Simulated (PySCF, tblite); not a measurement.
# C₆H₇BN₄S: excited states

What do calculations give for the excited states of C₆H₇BN₄S (`CB(C)c1cnc2nsnc2n1`)?

Computed with tblite 0.8.0 and PySCF 2.14.0 and routines of our own; the level stands in each step. Atoms count from 0.

## (1) The system as given

19 atoms, charge 0, multiplicity 1; geometry from: force field or distance geometry start.

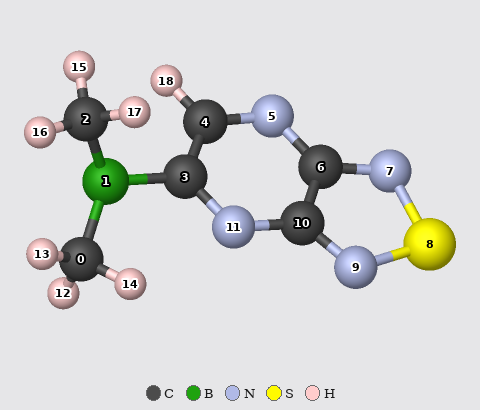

The starting geometry (carbon dark grey, boron green, nitrogen light blue, sulfur yellow, hydrogen pink).

## (2) Geometry optimisation with GFN2-xTB

The job: settings as JSON, then the geometry in Å.

```
{"job": {"kind": "relax", "xc": "GFN2-xTB", "basis": "xTB"}, "charge": 0, "multiplicity": 1}
C     -2.103100    -1.484100     0.005200
B     -1.544000    -0.052100    -0.433000
C     -2.315000     1.179700     0.212800
C      0.028000     0.096900    -0.364000
C      0.660000     1.062700    -1.091900
N      1.994600     1.213700    -1.065300
C      2.717200     0.375800    -0.270600
N      4.051200     0.363500    -0.089300
S      4.515500    -0.869900     0.995900
N      2.969300    -1.326600     1.198400
C      2.116200    -0.609100     0.483800
N      0.756300    -0.732100     0.424200
H     -2.078700    -2.225100    -0.784300
H     -3.092100    -1.361000     0.458400
H     -1.409000    -1.829200     0.810700
H     -2.268800     2.091000    -0.418900
H     -3.354600     0.934200     0.520400
H     -1.727000     1.444800     1.127800
H      0.074100     1.736400    -1.727800
```

Launch:

```bash
> OMP_NUM_THREADS=1 python excited_run.py task.json out
```

This one command runs all jobs of the session in turn.

The program printed:

```text
step      E/eV     max force
  0    -884.66483    4.284
  1    -885.21759    2.393
  2    -885.49280    1.307
  3    -885.61622    0.928
  4    -885.67979    0.446
  5    -885.71066    0.404
  6    -885.72765    0.362
  7    -885.74357    0.314
  8    -885.76364    0.386
  9    -885.78618    0.427
 10    -885.80724    0.354
 11    -885.82364    0.366
 12    -885.83577    0.287
 13    -885.84502    0.260
 14    -885.85114    0.179
 15    -885.85512    0.166
 16    -885.85882    0.159
 17    -885.86313    0.258
 18    -885.86773    0.243
 19    -885.87197    0.231
 20    -885.87568    0.176
 21    -885.87895    0.158
 22    -885.88193    0.148
 23    -885.88494    0.123
 24    -885.88847    0.156
 25    -885.89274    0.181
 26    -885.89684    0.212
 27    -885.89959    0.139
 28    -885.90119    0.094
 29    -885.90230    0.093
 30    -885.90338    0.107
 31    -885.90447    0.098
 32    -885.90545    0.084
 33    -885.90644    0.095
 34    -885.90758    0.111
 35    -885.90894    0.109
 36    -885.91041    0.089
 37    -885.91180    0.091
 38    -885.91304    0.069
 39    -885.91418    0.077
 40    -885.91527    0.067
 41    -885.91628    0.077
 42    -885.91705    0.047
 43    -885.91752    0.046
 44    -885.91781    0.033
 45    -885.91804    0.042
 46    -885.91830    0.046
 47    -885.91859    0.054
 48    -885.91885    0.038
 49    -885.91906    0.039
 50    -885.91925    0.033
 51    -885.91942    0.036
 52    -885.91956    0.031
 53    -885.91966    0.020
 54    -885.91974    0.023
 55    -885.91983    0.028
 56    -885.91994    0.027
 57    -885.92005    0.029
 58    -885.92015    0.024
 59    -885.92021    0.016
 60    -885.92026    0.015
 61    -885.92029    0.018
 62    -885.92034    0.019
 63    -885.92039    0.019
 64    -885.92044    0.021
 65    -885.92049    0.022
 66    -885.92055    0.022
 67    -885.92063    0.024
 68    -885.92073    0.026
 69    -885.92084    0.024
 70    -885.92096    0.023
 71    -885.92109    0.029
 72    -885.92126    0.029
 73    -885.92141    0.027
 74    -885.92149    0.014
 75    -885.92153    0.012
 76    -885.92156    0.012
 77    -885.92159    0.014
 78    -885.92161    0.012
 79    -885.92162    0.006
```

Wall time 0.76 s (1 thread of Arm Neoverse V1, shared host); peak memory 0.18 GiB.

Relaxation path: (not every step is listed)

| step | energy from step 0 (eV) | largest force (eV/Å) |
| --- | --- | --- |
| 0 | 0.0000 | 4.2844 |
| 1 | -0.5528 | 2.3929 |
| 2 | -0.8280 | 1.3072 |
| 3 | -0.9514 | 0.9276 |
| 4 | -1.0150 | 0.4459 |
| 5 | -1.0458 | 0.4044 |
| 6 | -1.0628 | 0.3621 |
| 7 | -1.0787 | 0.3145 |
| 8 | -1.0988 | 0.3865 |
| 14 | -1.1863 | 0.1793 |
| 20 | -1.2108 | 0.1763 |
| 26 | -1.2320 | 0.2121 |
| 32 | -1.2406 | 0.0843 |
| 38 | -1.2482 | 0.0685 |
| 44 | -1.2530 | 0.0325 |
| 50 | -1.2544 | 0.0325 |
| 56 | -1.2551 | 0.0272 |
| 62 | -1.2555 | 0.0192 |
| 68 | -1.2559 | 0.0259 |
| 74 | -1.2567 | 0.0143 |
| 75 | -1.2567 | 0.0121 |
| 76 | -1.2567 | 0.0122 |
| 77 | -1.2568 | 0.0142 |
| 78 | -1.2568 | 0.0120 |
| 79 | -1.2568 | 0.0065 |

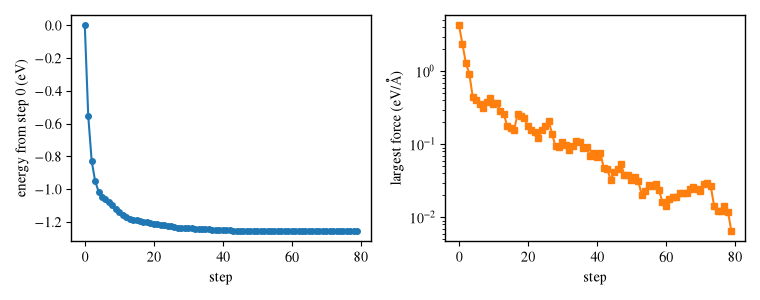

Energy and force, step by step.

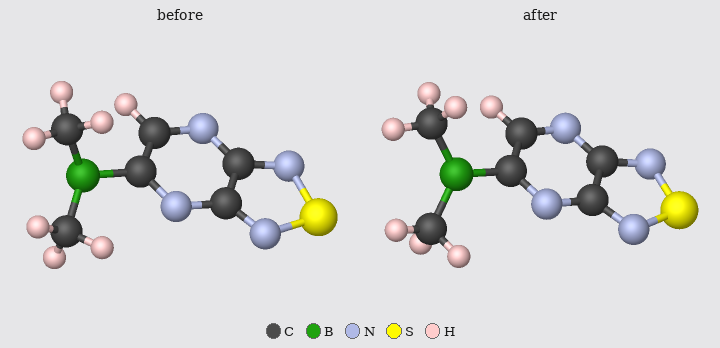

Before and after, at one scale.

Bonds that changed most:

| bond | before (Å) | after (Å) | change (Å) |
| --- | --- | --- | --- |
| N7–S8 | 1.707 | 1.604 | -0.103 |
| C3–C4 | 1.365 | 1.432 | +0.067 |
| C6–C10 | 1.379 | 1.445 | +0.066 |
| C4–N5 | 1.343 | 1.305 | -0.038 |
| C3–N11 | 1.356 | 1.323 | -0.033 |
| C0–B1 | 1.599 | 1.567 | -0.031 |
| C10–N11 | 1.367 | 1.336 | -0.031 |
| C2–H17 | 1.119 | 1.090 | -0.030 |

The final coordinates are the input of the step that follows.

## (3) Harmonic vibrations with GFN2-xTB

The job: settings as JSON, then the geometry in Å.

```
{"job": {"kind": "ir", "xc": "GFN2-xTB", "basis": "xTB"}, "charge": 0, "multiplicity": 1}
C     -2.100670    -1.491758     0.012857
B     -1.484666    -0.051504     0.065673
C     -2.335882     1.256033     0.257358
C      0.079778     0.064464    -0.066631
C      0.692866     0.981915    -0.978732
N      1.979177     1.139551    -1.135610
C      2.740242     0.354955    -0.359504
N      4.069984     0.326699    -0.327902
S      4.516560    -0.781316     0.742593
N      3.073274    -1.280928     1.227359
C      2.148721    -0.590808     0.558755
N      0.826221    -0.722831     0.690727
H     -1.963073    -1.934961    -0.973488
H     -3.160168    -1.538891     0.248499
H     -1.559004    -2.142595     0.697997
H     -2.132140     1.981341    -0.529410
H     -3.407924     1.080649     0.281051
H     -2.064656     1.753352     1.188506
H      0.071557     1.605882    -1.607560
```

The program printed:

```text
mode    cm-1     km/mol
  1     -76.4      2.12
  2      24.4      0.78
  3      61.1      0.14
  4      73.2      3.77
  5     104.9      0.41
  6     177.5      3.70
  7     182.5      1.48
  8     230.8      0.19
  9     340.3      5.03
 10     360.4      8.62
 11     382.3      2.73
 12     428.1      1.89
 13     453.5      3.48
 14     508.7     49.09
 15     552.4      3.86
 16     600.8      4.20
 17     637.2      0.20
 18     671.9      0.19
 19     674.1      2.66
 20     769.3      0.03
 21     806.8      3.84
 22     850.4     38.49
 23     855.9     25.22
 24     863.6     60.24
 25     876.3    125.70
 26     881.5      9.77
 27     919.4     44.01
 28     959.6     44.51
 29    1076.6    148.71
 30    1148.3    183.18
 31    1196.0     85.06
 32    1228.4     11.84
 33    1301.4     18.55
 34    1334.6     67.29
 35    1341.3     28.42
 36    1370.2     62.23
 37    1380.9     13.22
 38    1463.7      4.59
 39    1469.6      3.85
 40    1476.7      5.04
 41    1480.7      3.52
 42    1483.2      0.48
 43    1499.0      0.90
 44    1532.4     19.93
 45    3000.1      1.82
 46    3002.7     30.37
 47    3018.8     12.25
 48    3024.1      5.82
 49    3045.8      1.15
 50    3049.7     93.39
 51    3055.6     23.24
```

Wall time 0.96 s (1 thread of Arm Neoverse V1, shared host); peak memory 0.18 GiB.

Which atoms move in the most intense modes:

| cm⁻¹ | km/mol | atoms |
| --- | --- | --- |
| 864 | 60.2 | N9 49 %, S8 21 %, N7 13 % |
| 876 | 125.7 | B1 23 %, H15 14 %, H14 13 % |
| 1077 | 148.7 | C3 19 %, B1 19 %, C4 15 %, H18 12 % |
| 1148 | 183.2 | B1 69 % |
| 1196 | 85.1 | H18 35 %, B1 25 %, C3 16 % |
| 1335 | 67.3 | N11 24 %, N5 17 %, C3 14 %, C6 13 % |
| 1370 | 62.2 | H14 28 %, H12 27 %, H13 16 %, C0 15 % |
| 3050 | 93.4 | H16 52 %, H13 41 % |

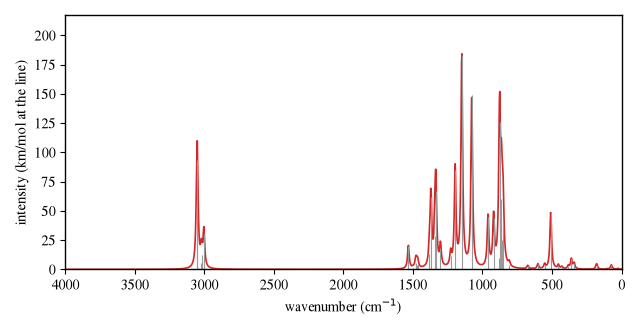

The infrared spectrum from these modes, unscaled. Lines are broadened to a width of 14 cm⁻¹ (Lorentzian).

## (4) Excited states: TDA wB97X-D/def2-SVP

The job, as its differences from that of step 3:

```diff
@@ -1,2 +1,2 @@
-{"job": {"kind": "ir", "xc": "GFN2-xTB", "basis": "xTB"}, "charge": 0, "multiplicity": 1}
+{"job": {"kind": "states", "xc": "wB97X-D", "basis": "def2-SVP", "tda": true, "soc": true, "nstates": 6, "ntriplets": 5, "nquad": 4}, "charge": 0, "multiplicity": 1}
 C     -2.100670    -1.491758     0.012857
```

Method: TDA wB97X-D/def2-SVP excited states, vertical, gas phase, spin-orbit mean-field couplings.

The program printed:

```text
coarse grid: 17816 points
cycle   1  E = -874.0243096848  dE =  2.802e+00  |g| = 6.172e-01  |ddm| = 5.238e+00
cycle   2  E = -874.0592217046  dE = -3.491e-02  |g| = 5.593e-01  |ddm| = 1.330e+00
cycle   3  E = -874.1229703918  dE = -6.375e-02  |g| = 7.715e-02  |ddm| = 5.395e-01
cycle   4  E = -874.1243347793  dE = -1.364e-03  |g| = 3.847e-02  |ddm| = 1.117e-01
cycle   5  E = -874.1247390042  dE = -4.042e-04  |g| = 1.120e-02  |ddm| = 5.877e-02
cycle   6  E = -874.1247822525  dE = -4.325e-05  |g| = 3.633e-03  |ddm| = 1.810e-02
cycle   7  E = -874.1247905917  dE = -8.339e-06  |g| = 1.544e-03  |ddm| = 8.130e-03
final grid: 171776 points
cycle   8  E = -874.2226449029  dE = -2.092e-04  |g| = 8.019e-03  |ddm| = 6.592e-02
cycle   9  E = -874.2226479059  dE = -3.003e-06  |g| = 8.336e-03  |ddm| = 1.560e-02
cycle  10  E = -874.2226625149  dE = -1.461e-05  |g| = 1.070e-03  |ddm| = 7.572e-03
cycle  11  E = -874.2226628929  dE = -3.781e-07  |g| = 7.315e-04  |ddm| = 1.991e-03
cycle  12  E = -874.2226630654  dE = -1.725e-07  |g| = 2.100e-04  |ddm| = 1.037e-03
cycle  13  E = -874.2226630882  dE = -2.278e-08  |g| = 1.406e-04  |ddm| = 4.391e-04
cycle  14  E = -874.2226630990  dE = -1.083e-08  |g| = 5.860e-05  |ddm| = 2.793e-04
cycle  15  E = -874.2226631016  dE = -2.537e-09  |g| = 1.688e-05  |ddm| = 1.652e-04
cycle  16  E = -874.2226631018  dE = -2.508e-10  |g| = 5.964e-06  |ddm| = 5.403e-05
converged SCF energy = -874.2226631018

Singlet excitations
state   eV       nm        f     d(h-e)  d(exc)  Lambda  PR(NTO)  |dmu|/D   mu/D   main configurations
  1   2.8830   430.1   0.00161   0.558   3.055   0.529   1.026    1.583    3.488   H->L 0.96
  2   4.2362   292.7   0.00002   0.669   2.926   0.469   1.026    2.064    0.299   H-3->L 0.94
  3   4.6836   264.7   0.18207   0.207   2.967   0.552   2.066    0.735    1.244   H-1->L 0.36, H->L+1 0.35, H-5->L 0.15
  4   4.7582   260.6   0.29470   0.216   3.052   0.599   1.883    0.666    1.287   H-1->L 0.50, H->L+1 0.23, H-5->L 0.11
  5   5.0362   246.2   0.04951   0.547   3.218   0.790   1.279                     H-2->L 0.86
  6   5.3643   231.1   0.00214   0.268   3.155   0.469   1.944                     H->L+1 0.30, H-5->L 0.25, H-6->L 0.21

Triplet excitations (Tamm-Dancoff)
state   eV     d(h-e)  d(exc)  Lambda  PR(NTO)   main configurations
  1   2.4134   0.387   2.916   0.529   1.053   H->L 0.92
  2   3.0230   0.078   2.920   0.773   1.120   H-2->L 0.61, H-1->L 0.31
  3   3.1992   0.128   3.085   0.740   1.043   H-1->L 0.65, H-2->L 0.30
  4   3.6561   0.453   2.761   0.467   1.078   H-3->L 0.88
  5   4.1472   0.252   2.563   0.475   2.083   H-5->L 0.41, H->L+1 0.31, H-4->L 0.09
S1 - T1 = 0.4696 eV

Spin-orbit couplings |<S|Hso|T>| (cm-1)
             T1       T2       T3       T4       T5
S0        3.257    1.231    0.781   80.872   11.349
S1        0.379    7.678    7.029    2.848    1.496
S2        3.562   11.635   30.830    0.225    0.876
S3        3.942    2.271    2.744   19.306    4.028
S4        4.769    1.316    2.402   24.571    5.159
S5        3.440    0.326    1.020    9.638    4.294
S6        0.407    1.927    2.995    1.091    0.733
T1 sublevels (cm-1): 0.000 0.002 0.011   radiative rates (1/s): 0.0913 6.12 13.2
```

Wall time 75 s (1 thread of Arm Neoverse V1, shared host); peak memory 0.99 GiB.

Key values:

| quantity | value |
| --- | --- |
| S1 less T1 | 0.47 eV |

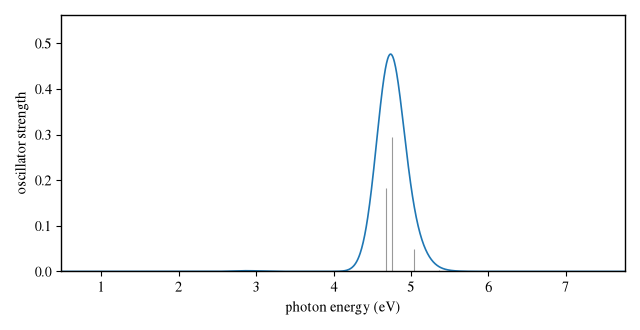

Absorption lines of the singlets. Lines are broadened to a width of 0.40 eV (Gaussian).

The fields below are evaluated on a grid from the run's orbitals.

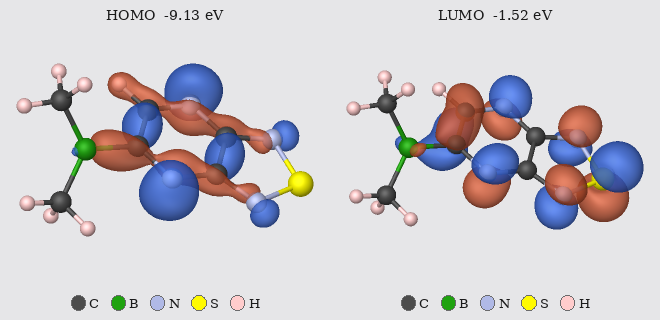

Frontier orbitals at wB97X-D/def2-SVP; each surface holds 70 % of the orbital's density, blue and red mark the sign.

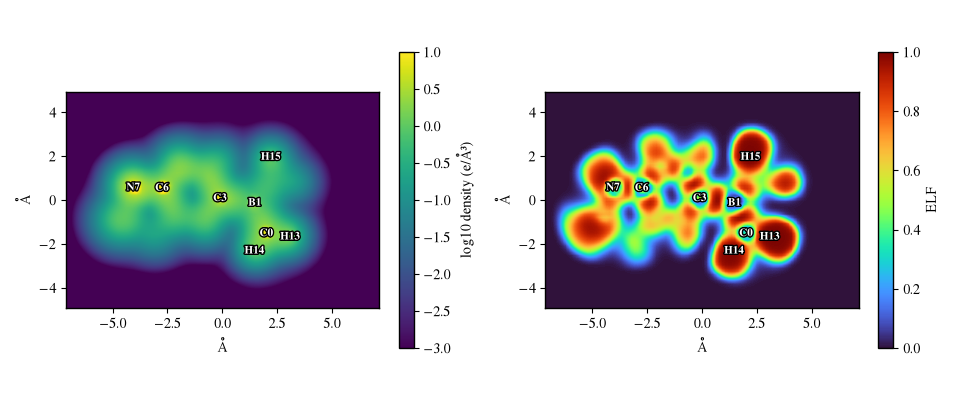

Density (left) and ELF (right) in a plane through or near 8 of the atoms.

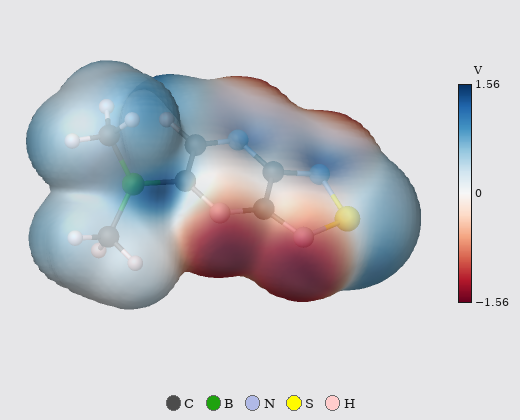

Electrostatic potential on the surface of density 0.002 e/bohr³; red is low, blue high. It runs from -1.56 V near N5 to 1.36 V near B1.

## (5) What came out

| quantity | value |
| --- | --- |
| strongest infrared band | 1148 cm⁻¹, 183 km/mol |
| zero-point energy (GFN2-xTB) | 81.8 kcal/mol |
| S1 less T1 (step 4, TDA wB97X-D/def2-SVP) | 0.47 eV |
| surface potential | -1.56 V near N5 to 1.36 V near B1 |

What this shows: The lowest mode is imaginary (76i cm⁻¹), so the xTB geometry is not a minimum. The strongest single mode, at 1148 cm⁻¹, moves mainly B1. GFN2-xTB is a fitted tight-binding method: band positions and strengths are rough. Its intensities can rank the bands wrongly. In step 4, the number of triplets below S1 is 1, and the largest singlet-triplet spin-orbit coupling is S0–T4, 80.87 cm⁻¹. By nearest atom (wB97X-D/def2-SVP), the HOMO sits on N11 30 %, N5 26 % and the LUMO on S8 20 %, N11 14 %.
